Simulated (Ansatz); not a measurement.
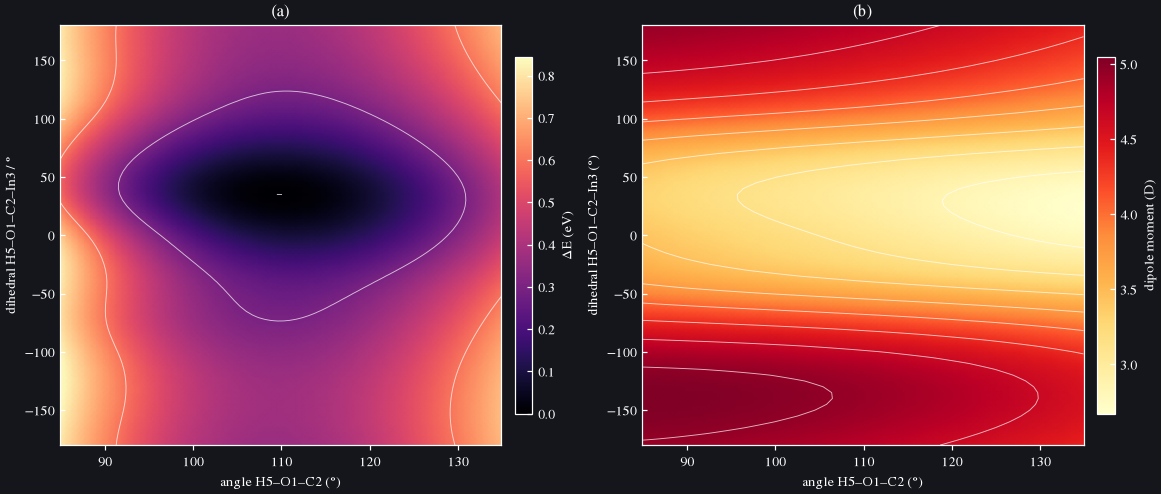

CH₄IInO, SMILES O[CH2][InH][I]. First axis: angle H5–O1–C2. Second axis: dihedral H5–O1–C2–In3. Nothing is relaxed (all other coordinates rigid). The grid has 11 × 10 points. Points are written as (first, second). Energies are in eV, from the lowest grid point. Computed with RKS SPW92 (LDA)/def2-TZVP (Ansatz 0.2.0).

Panel (a) is the energy and panel (b) the computed dipole moment on the same grid.

In the figure: a smooth colour map with a few white contour lines. Between grid points the surface is interpolated.

How does the dipole moment vary over the map, and what is it at the lowest grid point?

Leaving out the highest fifth of the energies, it runs from 2.70 D at (134.9°, 36°) to 5.02 D at (94.9°, −144°). At the lowest grid point, (109.9°, 36°), it is 2.97 D.
